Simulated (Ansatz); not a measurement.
```csv
atom,x (Å),y (Å),z (Å)
Cl,1.5285,0.9790,-2.1683
N,-0.3737,1.3430,0.9518
O,-1.3352,1.0781,-0.0979
O,-0.1878,-1.7269,-0.6208
Ta,0.2665,0.0815,-0.4464
H,-0.7638,0.9942,1.8371
H,1.4764,-0.2351,0.7886
H,-0.5188,-2.5708,-0.3000
```

Geometry: r2SCAN-D4/def2-SVP; core potentials replace the inner electrons of Ta.

Level of theory: isolated molecule in a Gaussian basis; Kohn-Sham density functional theory, functional PBE0 (Ansatz).

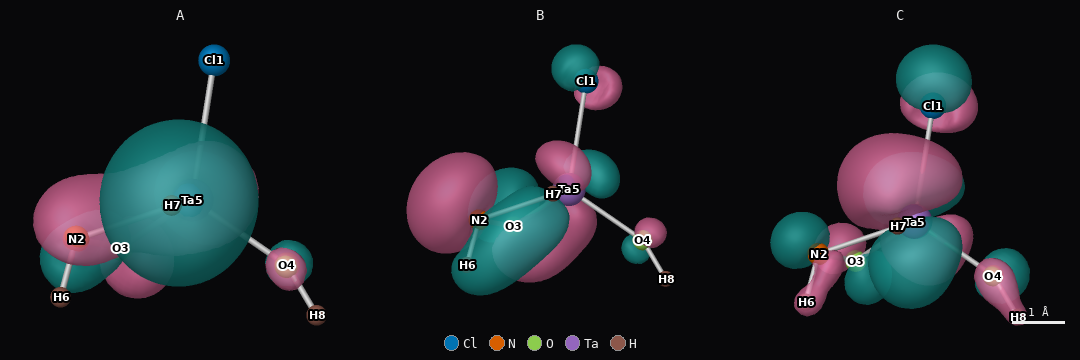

ClH₃NO₂Ta. Three frontier orbitals at ±0.1 Å⁻³ᐟ² (teal and pink are the two phases), in no order.

Question: Which picture is the HOMO−1, the HOMO and the LUMO?

Answer: A is the HOMO−1 (−8.88 eV). By Hirshfeld shares it lies mainly on H7 (about 40 %), Ta5 (about 40 %), N2 (about 10 %) and O3 (about 10 %). B is the HOMO (−7.16 eV). By Hirshfeld shares it lies mainly on N2 (about 45 %), O3 (about 30 %) and Ta5 (about 15 %); π-antibonding (π*) across N2–O3. C is the LUMO (−1.98 eV). By Hirshfeld shares it lies mainly on Ta5 (about 65 %) and Cl1 (about 10 %).

Question: What is the HOMO–LUMO gap?

Answer: 5.18 eV between the orbital energies.
